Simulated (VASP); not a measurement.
Band structure of Ga₂O₃ (space group C2/m). Calculation: r2SCAN meta-GGA, VASP's PBE PAW potentials (set 64) (plane waves; VASP).

The path is coarsely sampled, so an indirect gap can come out somewhat too large.

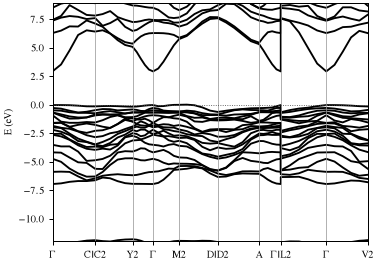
Bands along high-symmetry lines, zero at the valence-band maximum or, without a gap, the Fermi level

Read the plot: is there a gap, and where are the band edges?

The gap is indirect, 2.92 eV, from the valence maximum at M2-D at 0.20 to the conduction minimum at Γ.

The structure comes from a computed database's Ga2O3 entry (C2/m); how it stands against other phases isn't given here. It was relaxed first.
